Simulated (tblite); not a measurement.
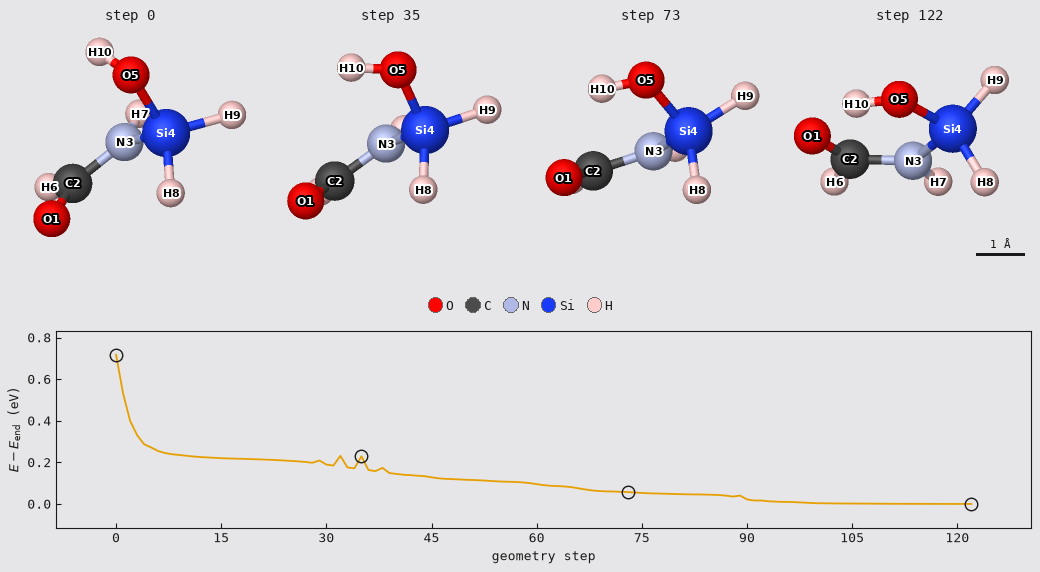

Frames of a relaxation of CH$_{5}$NO$_{2}$Si, marked on the history of the run. Style: ball-and-stick. Shown from a free direction.

These are results of GFN2-xTB geometry optimisation, gas phase in tblite, not measurements. 

### Describe the path.

Over 122 geometry steps the energy falls by 0.718 eV. The atom that moves furthest after the best rigid fit is O1 (1.80 Å). By element the largest moves are O 1.80 Å, H 1.50 Å, C 0.52 Å, N 0.44 Å, Si 0.18 Å. Near-neighbour distances that change, for instance: Si4–O5 1.703 → 1.602 Å, C2–N3 1.413 → 1.340 Å, N3–H7 1.052 → 1.006 Å, O1–C2 1.245 → 1.212 Å. Bond angles that change, for instance: H8–Si4–H9 106.3° → 115.1°, N3–Si4–H8 111.5° → 105.5°, N3–C2–H6 119.7° → 113.8°. Groups turn about N3–Si4 by about 90°. From step 0 to 35: H10 moves most (0.70 Å), energy −0.488 eV. From step 35 to 73: O1 moves most (0.51 Å), energy −0.172 eV. From step 73 to 122: O1 moves most (0.92 Å), energy −0.057 eV.

| step | E − E(0), eV |
| --- | --- |
| 0 | 0.0000 |
| 1 | -0.1856 |
| 2 | -0.3178 |
| 3 | -0.3866 |
| 4 | -0.4308 |
| 5 | -0.4460 |
| 6 | -0.4635 |
| 7 | -0.4730 |
| 8 | -0.4788 |
| 9 | -0.4823 |
| 10 | -0.4860 |
| 16 | -0.4991 |
| 22 | -0.5055 |
| 28 | -0.5199 |
| 34 | -0.5467 |
| 39 | -0.5697 |
| 45 | -0.5900 |
| 51 | -0.6027 |
| 57 | -0.6121 |
| 63 | -0.6321 |
| 69 | -0.6559 |
| 75 | -0.6649 |
| 81 | -0.6712 |
| 87 | -0.6778 |
| 93 | -0.7049 |
| 98 | -0.7111 |
| 104 | -0.7157 |
| 110 | -0.7169 |
| 116 | -0.7175 |
| 122 | -0.7178 |
